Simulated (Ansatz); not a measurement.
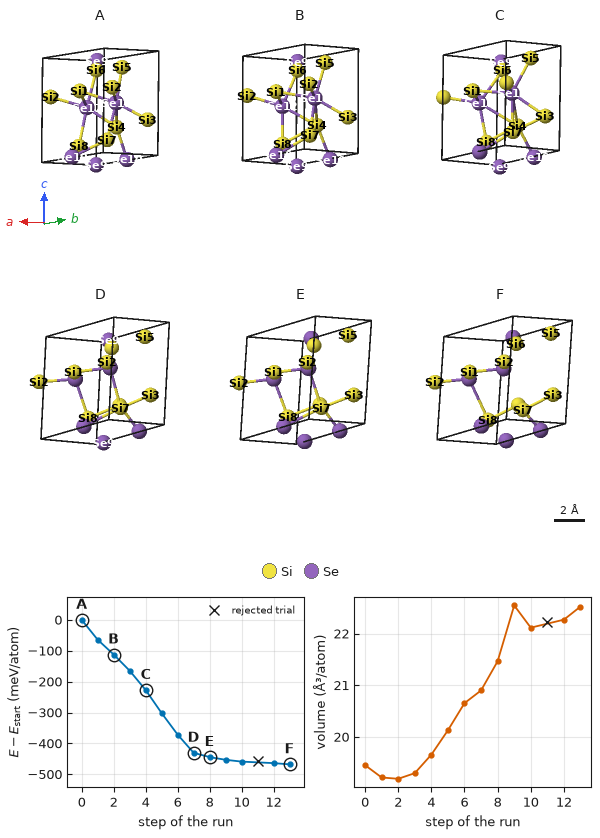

Frames of a relaxation of crystalline Si₂Se (a generated structure, set up in P1) (coarse preliminary run), marked on the history of the run. The picture is a ball-and-stick view of the cell of the calculation, seen from a free direction.

Level of theory: Ansatz 0.2.0, DFT PBE, scalar-relativistic, plane waves, PAW.

Input file:
```yaml
crystal:
  lattice:
    - [-4.9420163534, 0.0323621401, -0.0217581049]
    - [-0.0290334498, -0.1914416701, -6.5870649967]
    - [0.0466813055, -7.1775639176, -0.2069496312]
  atoms:
    - { symbol: Si, position: [0.8827169992, 0.5032633872, 0.6413931867] }
    - { symbol: Si, position: [0.842370299, -0.0023813692, 0.6318832342] }
    - { symbol: Si, position: [0.1656605272, 0.9771132045, 0.3398133038] }
    - { symbol: Si, position: [0.1917238865, 0.4961817807, 0.3121091455] }
    - { symbol: Si, position: [0.3951549681, 0.7552394199, 0.8570152094] }
    - { symbol: Si, position: [0.3117811068, 0.2649524137, 0.8785825331] }
    - { symbol: Si, position: [0.6205095566, 0.7272931064, 0.1580541858] }
    - { symbol: Si, position: [0.6454188172, 0.288472895, 0.1377821869] }
    - { symbol: Se, position: [0.0091704473, 1.0062762044, 0.0022092291] }
    - { symbol: Se, position: [0.9976718719, 0.4968404737, 0.0072329218] }
    - { symbol: Se, position: [0.4706208755, 0.7339408306, 0.5175904901] }
    - { symbol: Se, position: [0.4672006446, 0.2528076534, 0.5163343735] }
basis:
  ecutwfc: 420
kpoints:
  mp_grid: { grid: [4, 4, 4] }
hamiltonian:
  xc: pbe
scf:
  occupations: { method: gaussian, width: 0.2 }
  lower_state_search: "off"
output:
  forces: true
  stress: true
  eigenvalues: true
relax:
  adjacent_minimum: "off"
  f_tol: 0.025
  max_steps: 60
  cell: { stress_tol: 0.25 }
```

Command:
```bash
ansatz run input.yaml --threads 1 --pin off --max-ram 2560MiB --backend cpu --events-out ev --progress --plain --runs-dir out
```

Question: What happens along the run?

Answer: The run was cut off at its time limit before the relaxation converged, so the last structure is only a point on the way. Se12 moves most relative to the cell: 1.51 Å roughly along [3 −1 1]. By element the largest moves are Se 1.51 Å, Si 1.45 Å. The volume changes by +15.8 %, with a 4.942 → 5.311 Å (+7.5 %), b 6.590 → 7.407 Å (+12.4 %), c 7.181 → 7.106 Å (−1.0 %), α 86.7° → 75.3°, β 90.7° → 88.6°, γ 89.5° → 90.4°. Among the contacts that change: Si5–Se11 2.482 → 4.141 Å, Si6–Se12 2.727 → 4.140 Å, Si3–Se11 2.478 → 3.836 Å, Si4–Se12 2.493 → 3.830 Å. New bonds form: Si1–Si6 (3.07 → 2.42 Å), Si2–Si5 (3.48 → 2.41 Å), Si4–Si8 (2.95 → 2.36 Å). Bonds break: Si1–Se10 (2.68 → 3.65 Å), Si4–Se11 (2.60 → 3.79 Å), Si4–Se12 (2.49 → 3.83 Å). Bond angles that change, for instance: Se11–Si1–Se12 70.9° → 101.5°, Si1–Se11–Si2 75.3° → 101.5°, Si1–Se12–Si2 76.3° → 101.9°. The space group stays P1 (No. 1). Over 12 accepted moves (13 points after the start) the energy falls by 468 meV per atom. Largest force component: 1.2 eV/Å at the start, 0.097 eV/Å at the end. Pressure: 1.61 GPa at the start and 0.26 GPa at the end. The line search rejected the trial step at point 11 of the run. From step 0 to 2: Si1 moves most (0.37 Å), volume −1.4 %, energy −112 meV per atom. From step 2 to 4: Si and Se atoms move most (0.37 Å), volume +2.4 %, energy −115 meV per atom. From step 4 to 7: Si5 moves most (0.54 Å), volume +6.3 %, energy −203 meV per atom. From step 7 to 8: Si3 moves most (0.20 Å), volume +2.7 %, energy −13.9 meV per atom. From step 8 to 13: Si8 moves most (0.27 Å), volume +4.9 %, energy −23.5 meV per atom.

```json
{"step": "0", "E − E(0), meV/atom": "0.00", "largest force component, eV/Å": "1.1994", "pressure, GPa": "1.61", "volume, Å³/atom": "19.454", "note": ""}
{"step": "1", "E − E(0), meV/atom": "-64.38", "largest force component, eV/Å": "0.5581", "pressure, GPa": "1.05", "volume, Å³/atom": "19.215", "note": ""}
{"step": "2", "E − E(0), meV/atom": "-112.27", "largest force component, eV/Å": "0.6168", "pressure, GPa": "1.09", "volume, Å³/atom": "19.189", "note": ""}
{"step": "3", "E − E(0), meV/atom": "-164.68", "largest force component, eV/Å": "0.9147", "pressure, GPa": "1.58", "volume, Å³/atom": "19.299", "note": ""}
{"step": "4", "E − E(0), meV/atom": "-227.19", "largest force component, eV/Å": "1.2585", "pressure, GPa": "1.57", "volume, Å³/atom": "19.657", "note": ""}
{"step": "5", "E − E(0), meV/atom": "-301.98", "largest force component, eV/Å": "0.9772", "pressure, GPa": "1.52", "volume, Å³/atom": "20.129", "note": ""}
{"step": "6", "E − E(0), meV/atom": "-371.55", "largest force component, eV/Å": "1.4441", "pressure, GPa": "1.08", "volume, Å³/atom": "20.654", "note": ""}
{"step": "7", "E − E(0), meV/atom": "-430.46", "largest force component, eV/Å": "0.9658", "pressure, GPa": "0.99", "volume, Å³/atom": "20.900", "note": ""}
{"step": "8", "E − E(0), meV/atom": "-444.32", "largest force component, eV/Å": "1.2996", "pressure, GPa": "0.32", "volume, Å³/atom": "21.466", "note": ""}
{"step": "9", "E − E(0), meV/atom": "-453.07", "largest force component, eV/Å": "0.3417", "pressure, GPa": "-0.47", "volume, Å³/atom": "22.547", "note": ""}
{"step": "10", "E − E(0), meV/atom": "-458.89", "largest force component, eV/Å": "0.2627", "pressure, GPa": "-0.05", "volume, Å³/atom": "22.116", "note": ""}
{"step": "11", "E − E(0), meV/atom": "-457.47", "largest force component, eV/Å": "0.2014", "pressure, GPa": "-0.71", "volume, Å³/atom": "22.217", "note": "rejected"}
{"step": "12", "E − E(0), meV/atom": "-463.81", "largest force component, eV/Å": "0.1339", "pressure, GPa": "-0.03", "volume, Å³/atom": "22.271", "note": ""}
{"step": "13", "E − E(0), meV/atom": "-467.78", "largest force component, eV/Å": "0.0971", "pressure, GPa": "0.26", "volume, Å³/atom": "22.525", "note": ""}
```
